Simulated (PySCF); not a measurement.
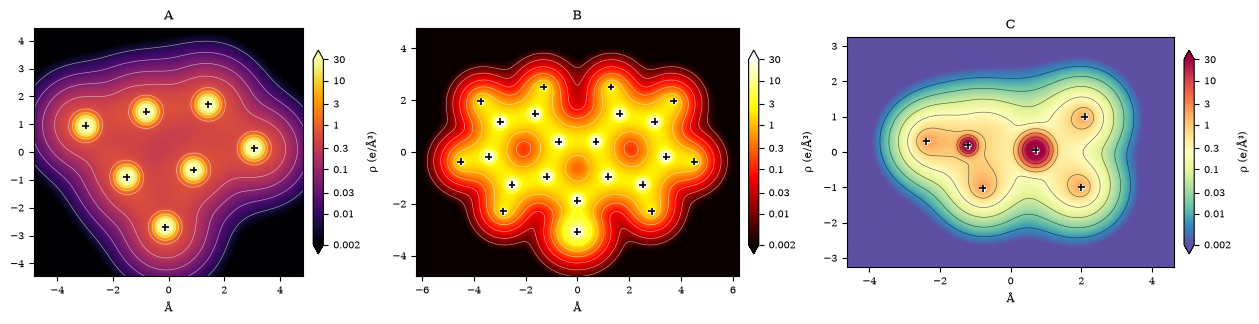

The electron density of 3 systems, each on a plane through atoms (crosses mark nuclei in the plane).

Theory: PySCF, DFT single point, gas phase, functional wB97X.

System 1: Si₇, the molecular plane. Geometry: PBE-D3(BJ)/def2-SVP.

```xyz
7

Si    0.5638   -1.6330    0.3167
Si   -0.1109    0.6160    0.9083
Si   -0.6882    1.8107   -1.1132
Si   -0.0663   -0.2808   -1.6424
Si   -0.8328    2.8124    0.9295
Si    0.5517   -0.9222    2.4676
Si    0.5894   -2.3933   -1.9207
```

System 2: AlBH₆ (charge +1, doublet), the plane of atoms B3, Al1 and H7. Geometry: PBE0-D3(BJ)/def2-SVP.

```xyz
8

Al   -0.7177   -0.3298   -0.2018
H     0.5590    0.7300   -0.9306
B     0.9737    0.4624    0.2571
H     0.9488   -0.8221    0.3180
H    -1.4285   -1.3794   -1.3104
H    -2.3291   -0.4191    0.1974
H     0.0236    0.8382    1.0207
H     2.0400    0.9334    0.5100
```

System 3: C₁₃H₈O (charge +1, doublet), the molecular plane. Geometry: PBE0-D3(BJ)/def2-SVP; ⟨S²⟩ = 0.81, above the pure value of 0.75.

```yaml
atoms:
  - { symbol: O, position_ang: [-0.0187, 2.8759, 1.0953] }
  - { symbol: C, position_ang: [-0.0118, 1.7548, 0.6716] }
  - { symbol: C, position_ang: [-1.1889, 0.8897, 0.3370] }
  - { symbol: C, position_ang: [-2.5323, 1.1665, 0.4337] }
  - { symbol: C, position_ang: [-3.4309, 0.1563, 0.0447] }
  - { symbol: C, position_ang: [-2.9778, -1.0987, -0.4281] }
  - { symbol: C, position_ang: [-1.6268, -1.3805, -0.5266] }
  - { symbol: C, position_ang: [-0.7151, -0.3759, -0.1399] }
  - { symbol: C, position_ang: [0.7186, -0.3707, -0.1294] }
  - { symbol: C, position_ang: [1.6432, -1.3686, -0.5028] }
  - { symbol: C, position_ang: [2.9905, -1.0769, -0.3846] }
  - { symbol: C, position_ang: [3.4275, 0.1813, 0.0947] }
  - { symbol: C, position_ang: [2.5160, 1.1848, 0.4707] }
  - { symbol: C, position_ang: [1.1762, 0.8982, 0.3543] }
  - { symbol: H, position_ang: [-2.8803, 2.1352, 0.7990] }
  - { symbol: H, position_ang: [-4.5067, 0.3392, 0.1071] }
  - { symbol: H, position_ang: [-3.7135, -1.8517, -0.7182] }
  - { symbol: H, position_ang: [-1.2817, -2.3494, -0.8920] }
  - { symbol: H, position_ang: [1.3106, -2.3401, -0.8732] }
  - { symbol: H, position_ang: [3.7359, -1.8246, -0.6638] }
  - { symbol: H, position_ang: [4.5009, 0.3721, 0.1729] }
  - { symbol: H, position_ang: [2.8514, 2.1560, 0.8410] }
```

Question: Which map belongs to which system?

Answer: Panel A is system 1, Si₇: the plane holds Si. Si–Si (2.23 Å): ρ is about 0.57 e/Å³ halfway. Panel B is system 3, C₁₃H₈O: the plane holds O, C and H. C–O (1.20 Å): ρ at the midpoint is about 3.4 e/Å³. Panel C is system 2, AlBH₆: the plane holds Al, B and H. Al–B (1.92 Å): ρ at the midpoint is about 0.48 e/Å³.
